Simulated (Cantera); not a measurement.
Charge: 1 mol SiF4, 17 mol NH3, 0.08 mol HCl, held at 0.140 bar.

Equilibrium computed with Cantera from the NASA thermochemical tables; the gas is ideal and each condensed phase is pure. Candidate condensed phases: NH4Cl, Si, Si3N4; 49 gas species. The tables' values for SiF3, SiF2 are old estimates; treat these amounts as uncertain. The numbers say what is thermodynamically allowed, not how fast it happens.

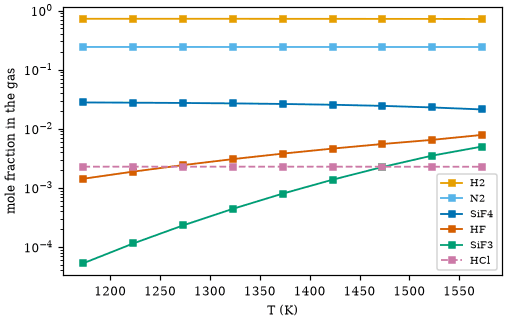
Figure: Equilibrium gas composition (values under 1e-9 drawn at 1e-9)

Read off the mole fractions at 1173 K.

H2 about 0.73, N2 about 0.24, SiF4 about 0.028, HCl about 0.0023, HF about 0.0014, SiF3 about 5.3e-5.
